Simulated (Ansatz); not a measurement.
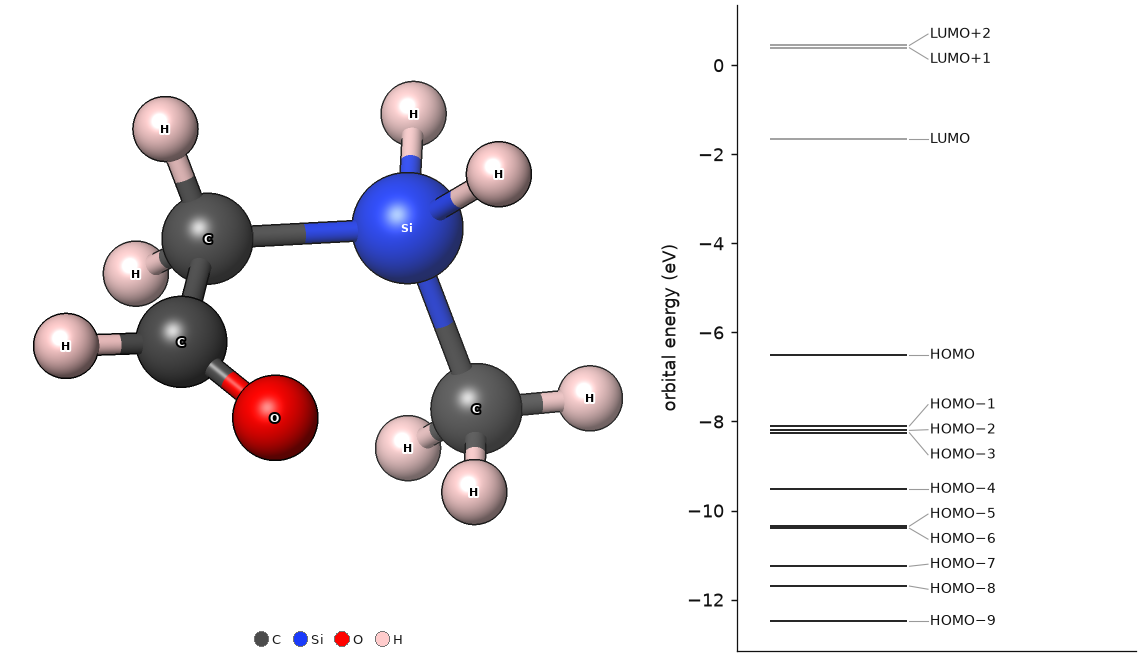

C₃H₈OSi, SMILES C[SiH2]CC=O. Kohn-Sham orbital energies near the frontier, B97M-V/def2-TZVPP in the Ansatz code, at a PBE0-D4/def2-TZVP geometry (a minimum by its frequencies), isolated molecule; empty levels in grey, levels within 0.03 eV side by side.

> Where do the frontier orbitals lie?

HOMO at −6.51 eV, LUMO at −1.66 eV, 4.85 eV apart.

> List the levels.

```csv
orbital,energy (eV)
LUMO+2,0.45
LUMO+1,0.39
LUMO,−1.66
HOMO,−6.51
HOMO−1,−8.10
HOMO−2,−8.20
HOMO−3,−8.25
HOMO−4,−9.52
HOMO−5,−10.35
HOMO−6,−10.40
HOMO−7,−11.25
HOMO−8,−11.70
HOMO−9,−12.49
```

Caveats: one conformer of a flexible molecule; empty levels above zero depend strongly on the basis.
